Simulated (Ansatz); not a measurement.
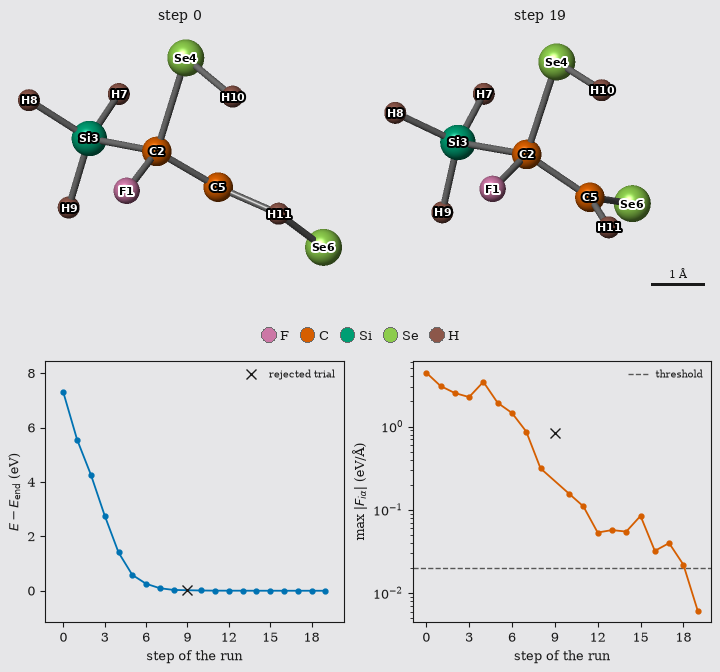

First and last geometry of a relaxation of C₂H₅FSe₂Si, with the history of the run. A ball-and-stick model, seen from a free direction.

The run prepares an end point of a later path (hydrogen shift) calculation, from a guessed geometry.

Level of theory: Ansatz, RHF/def2-SVP.

The input:
```yaml
crystal:
  periodic: [false, false, false]
  atoms:
    - { symbol: F, position_ang: [-1.5164, -0.6934, -0.5465] }
    - { symbol: C, position_ang: [-0.3167, -0.1079, -0.3412] }
    - { symbol: Si, position_ang: [0.8447, -1.4642, 0.1112] }
    - { symbol: Se, position_ang: [0.3849, 0.7765, -1.9685] }
    - { symbol: C, position_ang: [-0.3835, 0.8799, 0.7525] }
    - { symbol: Se, position_ang: [-0.5904, 2.5933, 2.5145] }
    - { symbol: H, position_ang: [2.2395, -0.8926, 0.3611] }
    - { symbol: H, position_ang: [0.9873, -2.4311, -0.9733] }
    - { symbol: H, position_ang: [0.4129, -2.1141, 1.3921] }
    - { symbol: H, position_ang: [-0.9454, 1.6477, -2.0008] }
    - { symbol: H, position_ang: [-0.93683, 1.95882, 1.16605] }
basis:
  gaussian: { orbitals: def2-SVP }
hamiltonian:
  xc: hf
relax:
  f_tol: 0.02
  max_steps: 50
```

Command:
```bash
ansatz run input.yaml --threads 2 --pin off --max-ram 3072MiB --backend cpu --events-out ev --progress --plain --runs-dir out
```

What do the curves and the structures tell?

Answer. It converged. The energy falls by 7.293 eV in 18 accepted moves (19 points after the start). The largest force component goes from 4.4 to 0.0062 eV/Å. The line search rejected the trial step at point 9 of the run. The largest move after the best rigid fit is that of Se6, 1.37 Å. By element the largest moves are Se 1.37 Å, H 1.03 Å, C 0.36 Å, Si 0.25 Å, F 0.12 Å. Among the contacts that change: Si3–Se6 4.929 → 3.556 Å, C2–Se6 3.940 → 2.906 Å, Se6–H11 1.530 → 2.472 Å, C5–Se6 2.466 → 1.740 Å. New bonds form: C5–Se6 (2.47 → 1.74 Å). Bonds break: Se6–H11 (1.53 → 2.47 Å). Among the angles between lasting bonds that change: C2–C5–H11 145.4° → 112.3°, C2–Se4–H10 88.0° → 94.9°, Si3–C2–C5 109.8° → 116.5°. Groups turn about C2–C5 by about 30°.
